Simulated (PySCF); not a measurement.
```xyz
11

N     1.8637    2.7607    0.0418
C     1.1549    1.8578    0.0396
C     0.2934    0.7503    0.0224
C    -1.0131    0.6714    0.3429
Si   -1.1510   -1.1861    0.0008
C     0.6816   -0.6468   -0.3922
Cl    1.9525   -1.3384    0.6639
H    -1.6381    1.4888    0.6631
H    -1.2654   -2.0593    1.1583
H    -1.9412   -1.5862   -1.1583
H     1.0681   -0.7096   -1.4085
```

Geometry: GFN2-xTB.

These are results of PySCF 2.14.0, PBE0/pcSseg-1, SCF density, gas phase, non-relativistic, not measurements.

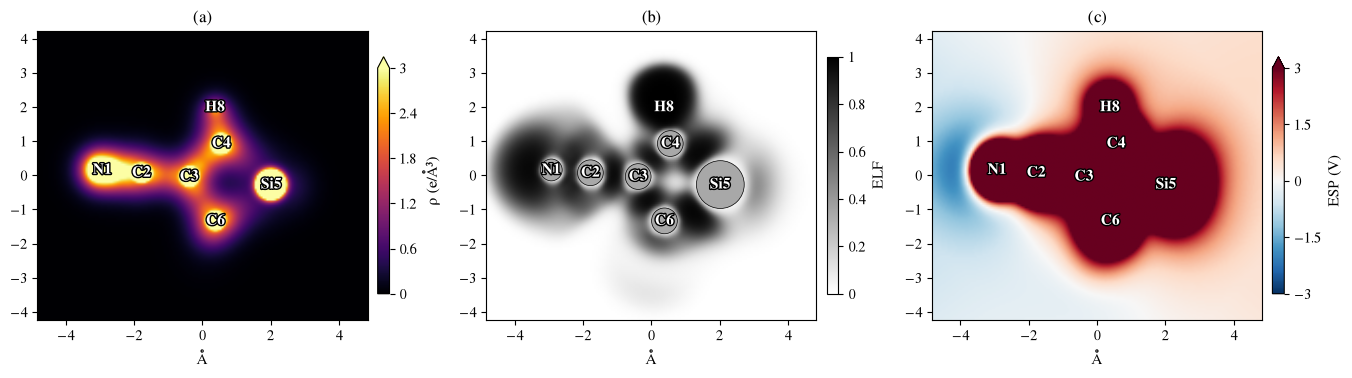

C4H4ClNSi. (a) total electron density; (b) electron localisation function; (c) electrostatic potential on the plane of atoms C2, C3 and C6. Grey discs cover the atomic cores in the ELF map.

**What does the map show?**

- The section cuts through N, C, Si and H sites.
- C–N (1.15 Å): ρ at the midpoint is about 3.5 e/Å³; the ELF peaks at about 0.85 between the atoms: a short, multiple covalent bond.
- C–C (1.35 Å): ρ at the midpoint is about 2.2 e/Å³; the ELF peaks at about 0.90 between the atoms, as expected for localised, covalent bonding.
- C–Si (1.89 Å): the density is about 0.89 e/Å³ at the midpoint; the ELF peaks at about 0.95 between the atoms (a shared electron pair).
- C–H (1.08 Å): the density is about 2 e/Å³ at the midpoint; the ELF climbs to about 1 towards the hydrogen, as it does in any bond to H (a covalent bond by its length).
- C–C (1.40 Å): the density is about 2 e/Å³ at the midpoint; the ELF peaks at about 0.95 between the atoms, as expected for a covalent bond.
- The ELF also peaks beside N1, away from the bonds: lone-pair regions.
- Outside the dense part of the molecule the potential is most negative (−2.0 V) near N1.
